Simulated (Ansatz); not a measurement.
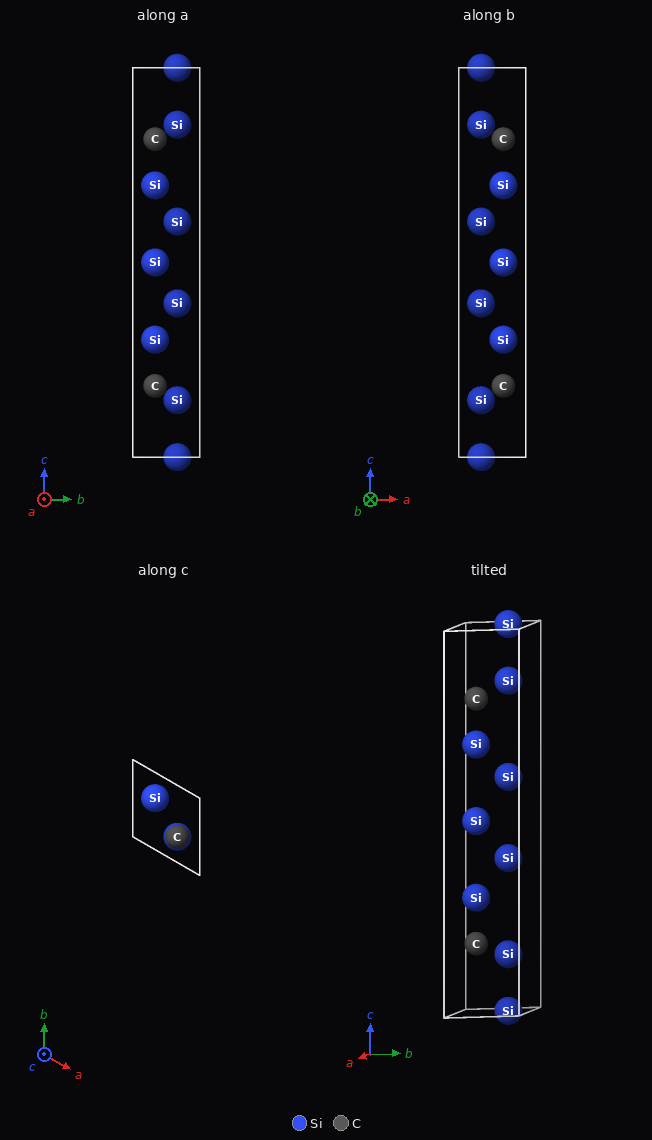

Structure drawing (spheres-only), viewed along the a axis, along the b axis, along the c axis and slightly off an axis. One conventional unit cell is framed, with atoms on its boundary repeated.

Lattice parameters: a = 3.195 Å, b = 3.195 Å, c = 16.113 Å, α = 90.00°, β = 90.00°, γ = 120.00°. Put a along x and b in the xy plane.

### Give the atomic positions as a POSCAR file, with free fractional coordinates to two decimals.

```
Si C
1.0
     3.195    0.000    0.000
    -1.597    2.767    0.000
     0.000    0.000   16.113
Si C
8 2
Direct
  0.3333 0.6667 0.00
  0.3333 0.6667 0.15
  0.3333 0.6667 0.40
  0.3333 0.6667 0.60
  0.3333 0.6667 0.85
  0.6667 0.3333 0.30
  0.6667 0.3333 0.50
  0.6667 0.3333 0.70
  0.6667 0.3333 0.18
  0.6667 0.3333 0.82
```

The model was built from a structure type filled with these elements by a generator (whether the compound takes this form wasn't checked). Earlier steps of the study may have refined or changed the cell and positions. It was run through Ansatz as a DFT input.
